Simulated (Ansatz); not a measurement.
# C4H8BCl: geometry relaxation (part 2 of 2)

Continued. System: C4H8BCl. Method: RKS PBE0/def2-SVP (Ansatz 0.2.0). It belongs to a series of runs on one base structure; here: end point A relaxed.

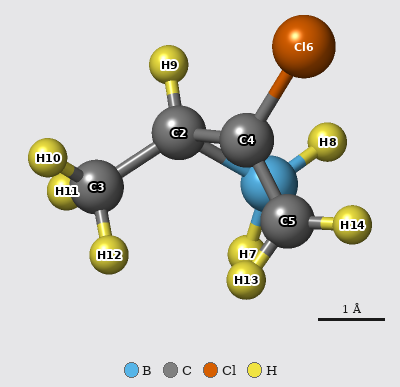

Figure 1. The geometry at step 20 of the log (ball-and-stick view, seen at a tilt; atoms are numbered from 1 in the order of the input).

Trajectory as extended XYZ, continued
```
14
Properties=species:S:1:pos:R:3:forces:R:3 step=8 energy=-17458.32034
B    -0.3764   -1.5803    0.1848   -0.0751  -0.0437  -0.0573
C     0.4050   -0.2665    0.5744    0.0050   0.0542   0.0620
C     1.5943    0.1163   -0.3040   -0.1284   0.0450  -0.0410
C    -0.7996    0.6486    0.4723    0.0141  -0.0890  -0.1200
C    -1.2730    1.1829   -0.6670    0.0839  -0.0245  -0.0950
Cl   -1.6677    0.8667    1.9777    0.0908   0.0876  -0.2765
H    -0.1200   -2.1952   -0.8355   -0.0398   0.1747   0.0929
H    -1.2968   -1.9450    0.8816    0.1164  -0.0549  -0.0107
H     0.6994   -0.2866    1.6390   -0.0437  -0.0204  -0.0979
H     2.0150    1.0966   -0.0219   -0.0266  -0.0718  -0.0299
H     2.3848   -0.6417   -0.2073    0.0430   0.0057   0.0248
H     1.3280    0.1550   -1.3747    0.0067  -0.0159   0.1260
H    -0.7268    1.0146   -1.6160   -0.2865   0.1361   0.4591
H    -2.1792    1.8054   -0.6743    0.2403  -0.1831  -0.0366
14
Properties=species:S:1:pos:R:3:forces:R:3 step=12 energy=-17458.38496
B    -0.4320   -1.4795    0.1473   -0.4004  -0.2597  -0.2981
C     0.4460   -0.2762    0.6119    0.2358   0.1862   0.0390
C     1.6296    0.1131   -0.2621    0.0099   0.0183   0.0222
C    -0.7745    0.6024    0.4772    0.0117   0.1116   0.1788
C    -1.2817    1.0514   -0.6830   -0.0448   0.0358   0.1630
Cl   -1.6007    0.9729    1.9743    0.0294  -0.0586  -0.1710
H    -0.4133   -1.8147   -1.0269    0.0696   0.0433   0.2336
H    -1.1986   -2.0291    0.9088    0.0846   0.0580  -0.0532
H     0.7154   -0.3033    1.6757    0.0050  -0.0287   0.0058
H     2.0047    1.1205   -0.0226    0.0091   0.0051   0.0011
H     2.4538   -0.6014   -0.1139   -0.0097   0.0093   0.0031
H     1.3759    0.0862   -1.3321   -0.0007  -0.0022  -0.0013
H    -0.7487    0.8727   -1.6141    0.0271  -0.1069  -0.1319
H    -2.1890    1.6561   -0.7116   -0.0265  -0.0114   0.0088
14
Properties=species:S:1:pos:R:3:forces:R:3 step=16 energy=-17458.42607
B    -0.5372   -1.3077    0.0638   -0.0529   0.0655  -0.0282
C     0.5029   -0.2487    0.6215   -0.0307   0.0995   0.0211
C     1.7055    0.1254   -0.2276    0.0073  -0.0035  -0.0134
C    -0.7141    0.6186    0.5090    0.0057  -0.0369  -0.0331
C    -1.3379    0.8803   -0.6634    0.0824  -0.0823  -0.0646
Cl   -1.5081    1.0613    1.9923    0.0065  -0.0106   0.0090
H    -0.4638   -1.6206   -1.1029   -0.0007  -0.0394   0.0324
H    -1.3374   -1.8278    0.8011   -0.0004  -0.0314  -0.0118
H     0.7540   -0.3662    1.6832   -0.0028   0.0162  -0.0351
H     2.1289    1.1014    0.0616   -0.0086  -0.0293  -0.0035
H     2.4942   -0.6335   -0.1079   -0.0195   0.0083  -0.0139
H     1.4567    0.1623   -1.2994    0.0108   0.0089   0.0315
H    -0.8436    0.6524   -1.6119   -0.0452   0.0548   0.0922
H    -2.3128    1.3736   -0.6904    0.0481  -0.0198   0.0173
14
Properties=species:S:1:pos:R:3:forces:R:3 step=20 energy=-17458.50051
B    -0.7234   -0.9977   -0.0011   -0.1683  -0.3399  -0.3856
C     0.5520   -0.1213    0.6671    0.0469   0.2203   0.1807
C     1.7418    0.1084   -0.2329    0.2476  -0.0308  -0.1262
C    -0.6590    0.6513    0.5531   -0.0673   0.0719  -0.0138
C    -1.3581    0.6154   -0.6562    0.0690   0.0842  -0.2243
Cl   -1.5399    1.0380    2.0002    0.0164  -0.0322  -0.0038
H    -0.3504   -1.4792   -1.0616   -0.0408   0.1571   0.3152
H    -1.4676   -1.6151    0.7199    0.0193   0.0132  -0.0277
H     0.8117   -0.3193    1.7132    0.0027  -0.0102  -0.0458
H     2.3606    0.9549    0.1300   -0.1352  -0.1845  -0.0795
H     2.3822   -0.7945   -0.2553   -0.1510   0.1983   0.0013
H     1.4450    0.3228   -1.2743    0.0472  -0.0234   0.1498
H    -0.7851    0.7088   -1.5893   -0.2655  -0.0192   0.2051
H    -2.4226    0.8983   -0.6838    0.3790  -0.1049   0.0548
14
Properties=species:S:1:pos:R:3:forces:R:3 step=23 energy=-17458.53735
B    -0.7876   -0.9551   -0.0490    0.0813  -0.2910  -0.2466
C     0.5682   -0.0522    0.6946   -0.0658   0.1361   0.0394
C     1.7390    0.0960   -0.2416    0.0252  -0.0356  -0.0335
C    -0.6515    0.6540    0.5602    0.0871   0.0520  -0.0020
C    -1.3607    0.5624   -0.6672    0.0983   0.0188  -0.0160
Cl   -1.5576    1.0098    1.9993   -0.0035   0.0004   0.0201
H    -0.2042   -1.4775   -0.9826   -0.1488   0.1327   0.2131
H    -1.5078   -1.5967    0.6736    0.0161   0.0030  -0.0281
H     0.8337   -0.2707    1.7339   -0.0126  -0.0124  -0.0012
H     2.4185    0.8879    0.1178   -0.0293  -0.0249  -0.0067
H     2.3112   -0.8429   -0.2930   -0.0192   0.0394   0.0048
H     1.4272    0.3514   -1.2639    0.0077   0.0029   0.0155
H    -0.8250    0.7667   -1.5973   -0.0349  -0.0188   0.0244
H    -2.4161    0.8377   -0.6559   -0.0014  -0.0026   0.0166
14
Properties=species:S:1:pos:R:3:forces:R:3 step=27 energy=-17458.54155
B    -0.7995   -0.9581   -0.0645   -0.0022  -0.0105  -0.0014
C     0.5729   -0.0359    0.7025   -0.0022   0.0085  -0.0040
C     1.7373    0.0943   -0.2432   -0.0064   0.0002   0.0011
C    -0.6469    0.6534    0.5624    0.0005   0.0023   0.0015
C    -1.3574    0.5556   -0.6683    0.0126  -0.0018   0.0038
Cl   -1.5581    1.0042    2.0011   -0.0019   0.0016   0.0005
H    -0.1917   -1.4749   -0.9680    0.0008   0.0009   0.0003
H    -1.5152   -1.6013    0.6590   -0.0022  -0.0017   0.0001
H     0.8379   -0.2608    1.7405    0.0010   0.0011  -0.0008
H     2.4217    0.8841    0.1083    0.0015   0.0016   0.0047
H     2.3040   -0.8464   -0.2899    0.0008  -0.0020  -0.0046
H     1.4211    0.3478   -1.2638    0.0037  -0.0036  -0.0013
H    -0.8278    0.7727   -1.5978   -0.0021   0.0030  -0.0016
H    -2.4113    0.8362   -0.6493   -0.0039   0.0003   0.0017
```

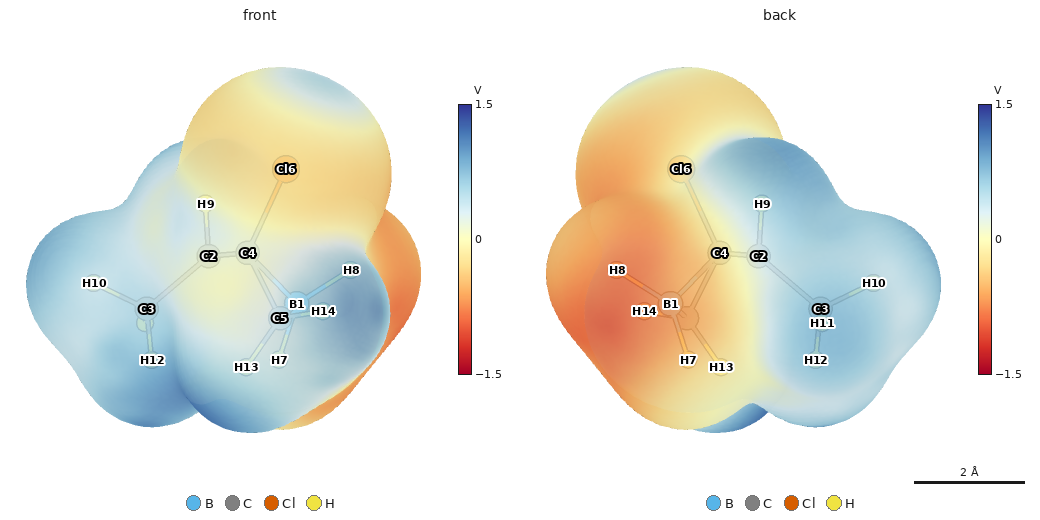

Figure 2. The electrostatic potential painted on the density surface at 0.002 e/bohr³, seen at a tilt and from behind; the colour scale runs from red (negative) to blue (positive).

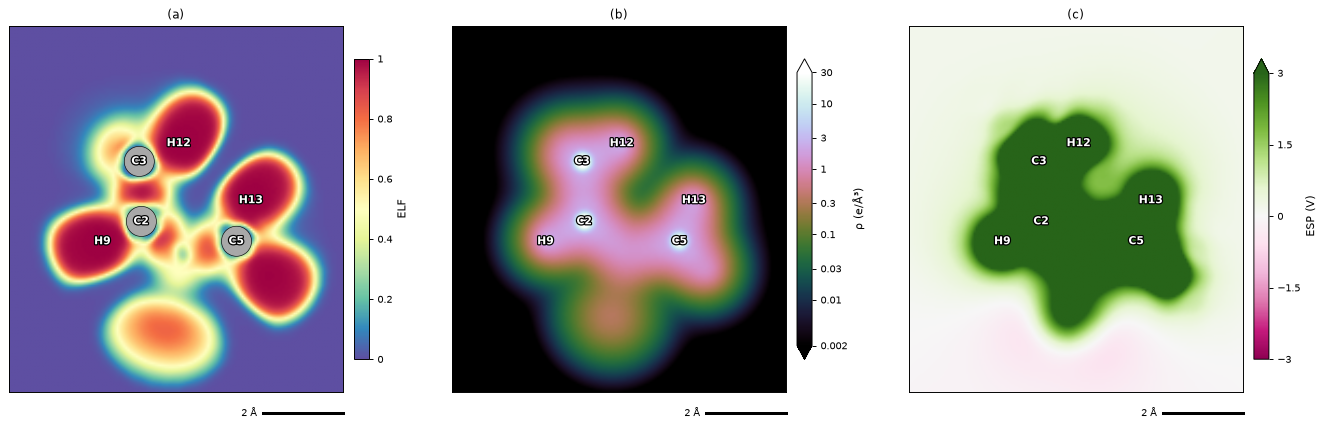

Figure 3. (a) electron localisation function; (b) electron density; (c) molecular electrostatic potential on the plane of atoms C2, C3 and H12. Grey discs, where drawn, cover atomic cores. C–C (1.51 Å): ρ is about 1.7 e/Å³ halfway; the ELF peaks at about 0.95 between the atoms, which marks localised, shared-pair bonding.

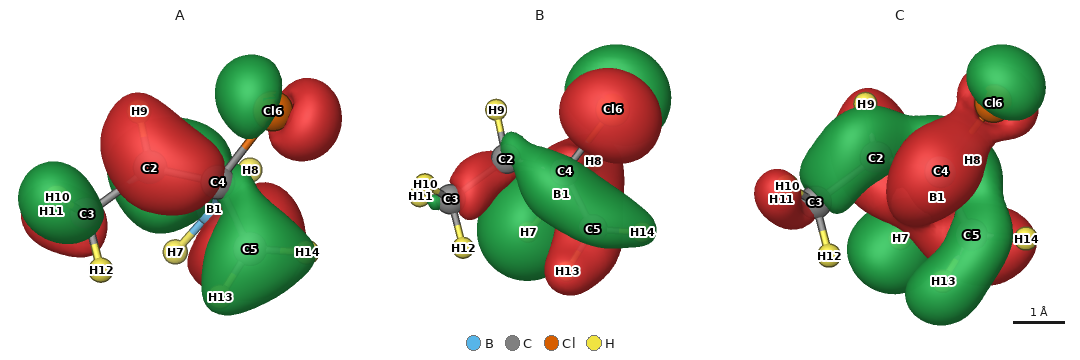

Figure 4. Three frontier orbitals at ±0.08 Å⁻³ᐟ² (green and red are the two phases). B is the HOMO−1 (−8.34 eV). It lies mainly on Cl6 (35 %), B1 (15 %), H7 (15 %), C5 (10 %) and C4 (10 %). A is the HOMO (−7.67 eV). By Hirshfeld shares it lies mainly on C2 (25 %), B1 (20 %), C5 (20 %), Cl6 (10 %) and C4 (10 %). C is the LUMO (−0.79 eV). By Hirshfeld shares it lies mainly on C4 (30 %), C2 (20 %), C5 (15 %), Cl6 (10 %) and B1 (10 %). The HOMO–LUMO gap is 6.88 eV between the orbital energies.

This output came from the following input.

The input
```yaml
crystal:
  periodic: [false, false, false]
  atoms:
    - { symbol: B, position_ang: [-0.2676, -1.7553, 0.0451] }
    - { symbol: C, position_ang: [0.2665, -0.3131, 0.5423] }
    - { symbol: C, position_ang: [1.4875, 0.0984, -0.2592] }
    - { symbol: C, position_ang: [-0.715, 0.7815, 0.4976] }
    - { symbol: C, position_ang: [-1.3499, 1.1726, -0.6629] }
    - { symbol: Cl, position_ang: [-1.2987, 1.5383, 2.0078] }
    - { symbol: H, position_ang: [0.2151, -2.284, -0.8634] }
    - { symbol: H, position_ang: [-1.2146, -2.1697, 0.566] }
    - { symbol: H, position_ang: [0.581, -0.4457, 1.6424] }
    - { symbol: H, position_ang: [1.9088, 1.0692, 0.1557] }
    - { symbol: H, position_ang: [2.3095, -0.6642, -0.0952] }
    - { symbol: H, position_ang: [1.3179, 0.2063, -1.3126] }
    - { symbol: H, position_ang: [-1.1206, 0.7655, -1.6123] }
    - { symbol: H, position_ang: [-2.1328, 1.971, -0.6223] }
basis:
  gaussian: { orbitals: def2-SVP }
hamiltonian:
  xc: pbe0
relax:
  f_tol: 0.02
  max_steps: 50
output:
  orbitals: {}
```

Launched with:
```bash
ansatz run input.yaml --threads 2 --pin off --max-ram 3072MiB --backend cpu --events-out ev --progress --plain --runs-dir out
```

Summary

```tsv
quantity	value
outcome	converged
total energy	−17458.5416 eV
mean-field energy	−17458.5416 eV
largest force (length of the vector) at the end	0.013 eV/Å
hardware	2 threads of Intel Xeon @ 2.50GHz (Skylake/Cascade Lake), 16 GiB of memory available, shared host
wall time	2.5 min (CPU time 4.8 min)
peak memory	0.35 GiB
```
